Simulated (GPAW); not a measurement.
# Ni K ELNES/XANES of Ni (Nickel, Fm-3m) from DFT

Aim: the dependence of the Ni K near-edge features of Ni (Nickel, Fm-3m) on volume.

Program: GPAW 26.7.0. Level of theory: X-ray absorption from dipole matrix elements to empty bands, plane-wave PAW RPBE. Results are calculated unless marked as measured.

## 1. Set-up

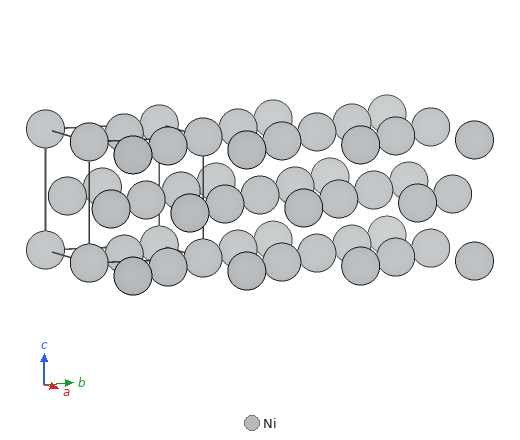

Start, viewed slightly off an axis; nickel light grey. 2×3×1 cells are drawn. This picture shows the conventional cell, with its axes. Some periodic images of atoms are drawn too.

## 2. Ground state of the crystal

The ground state comes first: it tells whether the system has a gap, which decides how the excited electron is treated.

scf.py reads:

```python
import numpy as np
from ase import Atoms
from ase.parallel import parprint, paropen
from gpaw import GPAW, PW, FermiDirac, Mixer, MixerDif, setup_paths
from gpaw.test import gen
setup_paths.insert(0, '.')
gen('Ni', name='nch1s', xcname='RPBE', corehole=(1, 0, 0), write_xml=True)
from gpaw.mpi import world
world.barrier()

atoms = Atoms('Ni',
    cell=[[0, 1.761935, 1.761935],
     [1.761935, 0, 1.761935],
     [1.761935, 1.761935, 0]],
    scaled_positions=[[0, 0, 0]],
    magmoms=[2.0],
    pbc=True)
atoms.calc = calc = GPAW(legacy_gpaw=True, mode=PW(430, force_complex_dtype=True), xc='RPBE', setups={0: 'nch1s'},
    kpts={'size': (12, 12, 12), 'gamma': True}, occupations=FermiDirac(0.05),
    charge=0, mixer=MixerDif(0.05, 8, 50), maxiter=150,
    convergence={'density': 0.0001, 'eigenstates': 1e-6}, txt='scf.txt')
energy = atoms.get_potential_energy() + calc.get_reference_energy()
ef = calc.get_fermi_level()
out = dict(energy=energy, fermi=ef, forces=atoms.get_forces().tolist(), magmoms=atoms.get_magnetic_moments().tolist())
parprint(f'all-electron energy {energy:.4f} eV, Fermi level {ef:.4f} eV')
ev = np.array([[calc.get_eigenvalues(k, s) for k in range(len(calc.get_ibz_k_points()))] for s in range(calc.get_number_of_spins())])
out['homo'], out['lumo'], out['counts'] = ev[ev < ef].max(), ev[ev > ef].min(), sorted(set((ev < ef).sum((0, 2)).tolist()))
out['filled'] = (ev[:, 0] < ef).sum(1).tolist()
import json
with paropen('out.json', 'w') as f:
    json.dump(out, f)
```

Launch:

```bash
OMP_NUM_THREADS=1 mpirun -n 4 gpaw python scf.py
```

Numbers of over 12 decimals in the logs are rounded to 6 here.

Log:

```text
Input parameters:
  convergence: {density: 0.0001,
                eigenstates: 1e-06}
  kpts: {gamma: True,
         size: (12, 12, 12)}
  maxiter: 150
  mixer: {backend: pulay,
          beta: 0.05,
          method: difference,
          nmaxold: 8,
          weight: 50}
  mode: {ecut: 430.0,
         force_complex_dtype: True,
         name: pw}
  occupations: {fixmagmom: False,
                name: fermi-dirac,
                width: 0.05}
  setups: {0: nch1s}
  xc: RPBE

Initialize ...

[... PAW data sets ...]

Reference energy: -41373.514965  # eV

Spin-polarized calculation.
Initial magnetic moment: 2.000000

[... convergence settings ...]
Symmetries present (total): 48
  [... symmetry matrices ...]

1728 k-points: 12 x 12 x 12 Monkhorst-Pack grid + [1/24,1/24,1/24]
72 k-points in the irreducible part of the Brillouin zone
       k-points in crystal coordinates                weights
   0:    -0.00000000   -0.00000000   -0.00000000          1/1728
   1:     0.08333333    0.08333333   -0.00000000          6/1728
   2:     0.08333333    0.08333333    0.08333333          8/1728
   3:     0.16666667    0.08333333    0.08333333         12/1728
   4:     0.16666667    0.16666667   -0.00000000          6/1728
   5:     0.16666667    0.16666667    0.08333333         24/1728
   6:     0.16666667    0.16666667    0.16666667          8/1728
   7:     0.25000000    0.16666667    0.08333333         24/1728
   8:     0.25000000    0.16666667    0.16666667         24/1728
   9:     0.25000000    0.25000000   -0.00000000          6/1728
          ...
  71:     0.50000000    0.50000000    0.50000000          4/1728

Wave functions: Plane wave expansion
  Cutoff energy: 430.000 eV
  Number of coefficients (min, max): 215, 229
  Pulay-stress correction: 0.000000 eV/Ang^3 (de/decut=0.000000)
  Using FFTW library
  Wavefunction extrapolation:
    Improved wavefunction reuse through dual PAW basis

Occupation numbers: Fermi-Dirac:
  width: 0.0500  # eV

Eigensolver
   Davidson(niter=2)

Densities:
  Coarse grid: 12*12*12 grid
  Fine grid: 24*24*24 grid
  Total Charge: 0.000000

Density mixing:
  Method: difference
  Backend: pulay
  Linear mixing parameter: 0.05
  old densities: 8
  Width of damping distribution: 1.1
  Damping of long wavelength oscillations: 50

[... Hamiltonian set-up ...]
Number of atoms: 1
Number of atomic orbitals: 12
Number of bands in calculation: 12
Number of valence electrons: 16
Bands to converge: occupied

... initialized

Initializing position-dependent things.

Density initialized from atomic densities
Creating initial wave functions:
  12 bands from LCAO basis set

       Ni

Atomic positions and initial magnetic moments

Positions:
   0 Ni     0.000000    0.000000    0.000000    ( 0.0000,  0.0000,  2.0000)

Unit cell:
           periodic     x           y           z      points  spacing
  1. axis:    yes    0.000000    1.761935    1.761935    12     0.1695
  2. axis:    yes    1.761935    0.000000    1.761935    12     0.1695
  3. axis:    yes    1.761935    1.761935    0.000000    12     0.1695

  Lengths:   2.491752   2.491752   2.491752
  Angles:   60.000000  60.000000  60.000000

Effective grid spacing dv^(1/3) = 0.1850

iter:   1    -6.346389                   +2.0020
iter:   2    -6.605592   -0.64  -1.89    +1.2729
iter:   3    -6.721427   -1.52  -1.89    +0.7016
iter:   4    -6.810961   -1.41  -1.38    +0.6938
iter:   5    -6.763355   -2.69  -2.03    +0.7275
iter:   6    -6.766377   -3.70  -2.56    +0.7109
iter:   7    -6.766326c  -5.07  -3.10    +0.7030
iter:   8    -6.766254c  -5.75  -3.23    +0.7018
iter:   9    -6.766247c  -6.61c -4.59c   +0.6994

Converged after 9 iterations.

Dipole moment: (-0.000000, 0.000000, 0.000000) |e|*Ang

Total magnetic moment: (0.000000, 0.000000, 0.699445)
Local magnetic moments:
   0 Ni ( 0.000000,  0.000000,  0.744300)

Energy contributions relative to reference atoms: (reference = -41373.514965)

Kinetic:         +7.444386
Potential:       -5.525393
External:        +0.000000
XC:              -8.797423
Entropy (-ST):   -0.012403
Local:           +0.118385
SIC:             +0.000000
--------------------------
Free energy:     -6.772448
Extrapolated:    -6.766247

Spin contamination: 0.054395 electrons
Showing only first 2 kpts
                      Up                     Down
 Kpt  Band  Eigenvalues  Occupancy  Eigenvalues  Occupancy
  0     6      6.10757    1.00000      6.97677    1.00000
  0     7      7.30796    1.00000      7.98672    1.00000
  0     8      7.30796    1.00000      7.98672    1.00000
  0     9     35.87895    0.00000     35.83922    0.00000

  1     6      6.20848    1.00000      7.08209    1.00000
  1     7      7.18871    1.00000      7.85813    1.00000
  1     8      7.35548    1.00000      8.03636    1.00000
  1     9     33.49200    0.00000     31.30205    0.00000

Fermi level: 8.66294

No gap
No difference between direct/indirect transitions

Forces in eV/Ang:
  0 Ni   -0.00000    0.00000    0.00000
Scalar-relativistic atomic RPBE calculation for Ni (Nickel, Z=28)
Core hole in 1s state (1s occupation: 2.0)
600 radial gridpoints.
|------------------------------------------------|
|------------------------------------------------|
[... the atom generator's iteration count ...]

Energy contributions:
-------------------------
Kinetic:    +1541.143428
XC:           -63.429695
Potential:  -2998.162377
-------------------------
Total:      -1520.448643

state      eigenvalue         ekin         rmax
-----------------------------------------------
1s^2.0 :  -301.698029   390.344917        0.035
2s^2.0 :   -36.077484    72.743891        0.205
2p^6.0 :   -31.038842    70.831477        0.165
3s^2.0 :    -4.083186    15.934596        0.639
3p^6.0 :    -2.624023    13.970918        0.647
3d^8.0 :    -0.323916     8.968394        0.631
4s^2.0 :    -0.204220     1.267549        2.245
4p^0.0 :    -0.044900     0.483689        3.205
-----------------------------------------------
(units: Bohr and Hartree)

Generating PAW setup
Kinetic energy of the core from tauc = 1395.666837
Cutoffs:
rc(s)=2.200
rc(p)=2.280
rc(d)=2.150
rc(vbar)=2.220
rc(comp)=2.180
rc(nct)=2.280

Kinetic energy of the core states: 1383.035674
Charge: 0.0
Core electrons: 12.0
Valence electrons: 16.0
Pseudo-core charge: 0.041852
Shape function alpha=2.104
Pseudo-electron charge 4.249186
state    eigenvalue         norm
--------------------------------
4s(2) :    -0.204220     1.056831
*s    :     0.795780
3p(6) :    -2.624023     0.051096
4p(0) :    -0.044900     1.003134
3d(8) :    -0.323916     0.223387
*d    :     0.676084
--------------------------------

Diagonalizing with gridspacing h=0.050

state   all-electron     PAW
-------------------------------
4s:      -0.204220    -0.204454
3p:      -2.624023    -2.624754
3d:      -0.323916    -0.324670
*f:                    0.069845
-------------------------------
all-electron energy -41380.2812 eV, Fermi level 8.6629 eV
```

The job ended after 4 s (4 MPI ranks of AMD EPYC 9R45 (Zen 5), shared host; peak memory 0.18 GiB; 15 s of CPU time).

The mesh shows no gap, so the system is treated as a metal and the core electron is put at the Fermi level (neutral cell).

Site moments (μB): 0.74.

## 3. Reference energy of the supercell

The photon energy needs a difference of total energies, so the cell and mesh of the coming hole run are first run without a hole.

scf.py: that of step 2 with these lines changed.

```diff
@@ -10,11 +10,23 @@
 
-atoms = Atoms('Ni',
-    cell=[[0, 1.761935, 1.761935],
-     [1.761935, 0, 1.761935],
-     [1.761935, 1.761935, 0]],
-    scaled_positions=[[0, 0, 0]],
-    magmoms=[2.0],
+atoms = Atoms('Ni13',
+    cell=[[-1.761935, 5.285805, 0],
+     [0, -1.761935, 5.285805],
+     [5.285805, 0, -1.761935]],
+    scaled_positions=[[0, 0, 0],
+     [0.38461538, 0.15384615, 0.46153846],
+     [0.15384615, 0.46153846, 0.38461538],
+     [0.46153846, 0.38461538, 0.15384615],
+     [0.76923077, 0.30769231, 0.92307692],
+     [0.53846154, 0.61538462, 0.84615385],
+     [0.30769231, 0.92307692, 0.76923077],
+     [0.84615385, 0.53846154, 0.61538462],
+     [0.61538462, 0.84615385, 0.53846154],
+     [0.92307692, 0.76923077, 0.30769231],
+     [0.07692308, 0.23076923, 0.69230769],
+     [0.69230769, 0.07692308, 0.23076923],
+     [0.23076923, 0.69230769, 0.07692308]],
+    magmoms=[2.0, 2.0, 2.0, 2.0, 2.0, 2.0, 2.0, 2.0, 2.0, 2.0, 2.0, 2.0, 2.0],
     pbc=True)
 atoms.calc = calc = GPAW(legacy_gpaw=True, mode=PW(430, force_complex_dtype=True), xc='RPBE', setups={0: 'nch1s'},
-    kpts={'size': (12, 12, 12), 'gamma': True}, occupations=FermiDirac(0.05),
+    kpts={'size': (5, 5, 5), 'gamma': True}, occupations=FermiDirac(0.1),
     charge=0, mixer=MixerDif(0.05, 8, 50), maxiter=150,
```

Log:

```text
Input parameters:
  convergence: {density: 0.0001,
                eigenstates: 1e-06}
  kpts: {gamma: True,
         size: (5, 5, 5)}
  maxiter: 150
  mixer: {backend: pulay,
          beta: 0.05,
          method: difference,
          nmaxold: 8,
          weight: 50}
  mode: {ecut: 430.0,
         force_complex_dtype: True,
         name: pw}
  occupations: {fixmagmom: False,
                name: fermi-dirac,
[...]
*s    :     0.795780
3p(6) :    -2.624023     0.051096
4p(0) :    -0.044900     1.003134
3d(8) :    -0.323916     0.223387
*d    :     0.676084
--------------------------------

Diagonalizing with gridspacing h=0.050

state   all-electron     PAW
-------------------------------
4s:      -0.204220    -0.204454
3p:      -2.624023    -2.624754
3d:      -0.323916    -0.324670
*f:                    0.069845
-------------------------------
all-electron energy -537943.6290 eV, Fermi level 8.6571 eV
[key lines of the parts left out:]
Converged after 10 iterations.
Dipole moment: (0.000000, -0.000000, -0.000000) |e|*Ang
Free energy:    -88.283636
Fermi level: 8.65708
```

Wall time 71 s (4 MPI ranks); peak memory 0.55 GiB.

Reference energy: -537943.629 eV with the cores included.

(Continued in part 2 of 4.)

[Banner, clock and machine lines of the logs are left out without a mark of their own.]

[Logs are printed without paths, hosts, clocks, repeated set-up lines and the standing remarks that a program may print on its own settings, such as how far it seeks lower states.]

[Hosts, paths, dates, database ids (printed as entryN), source tags and the programs' standing remarks are cut or masked in the printed files.]

[Lists of maxima count a maximum above −3 eV only where it reaches 4 % of the highest in the window and stands out from its surroundings by 2 % of it (1.5 % where it reaches 55 %); shoulders and weaker maxima are passed over, and of the rest the first, up to two pre-edge ones and the few strongest are named.]
